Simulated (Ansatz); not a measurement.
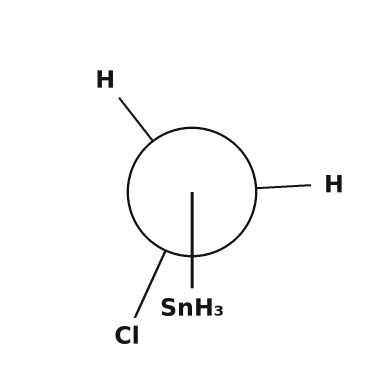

A Newman projection along the O–Si bond, oxygen in front; angles are drawn as computed, but eclipsed bonds slightly apart. The computed structure is the end point of a PBE-D4/def2-SVP optimisation. No frequency run is at hand to confirm it as a minimum.

Question: Which molecule is it?

Answer: ClH5OSiSn, Cl[SiH2][O][SnH3]

Question: What is the torsion angle from the front SnH3 to the back Cl? The sign is positive where the front bond must turn clockwise to cover the back bond.

Answer: 24°, synperiplanar.
